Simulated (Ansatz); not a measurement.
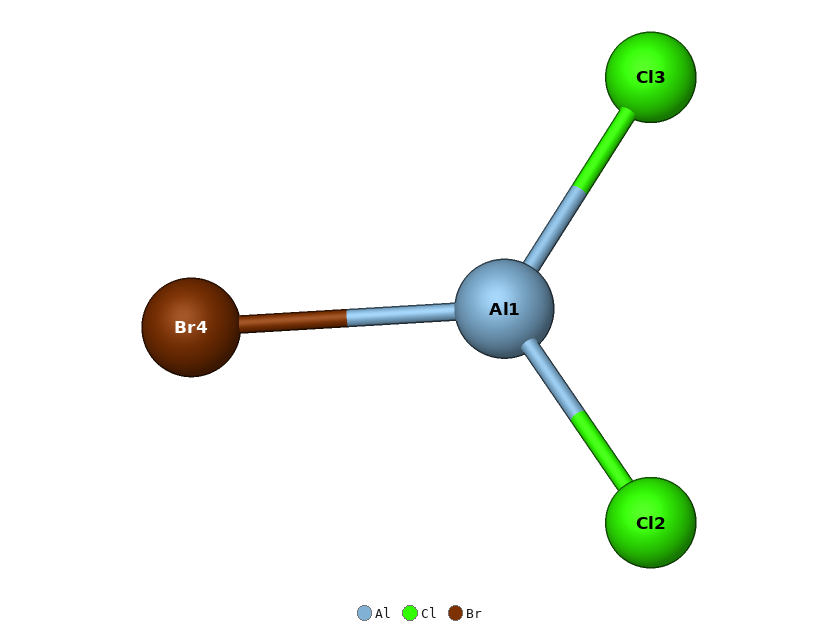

Harmonic vibrations computed with RKS PBE0-D4/def2-TZVP (Ansatz 0.2.0) at a stationary point of the same level.

### How many imaginary frequencies does it have?

A minimum: no imaginary frequency, and the lowest mode lies at 119 cm⁻¹.

### How many vibrational modes are there, and where do they lie?

6 modes: 119, 132, 191, 324, 566, 622 cm⁻¹.
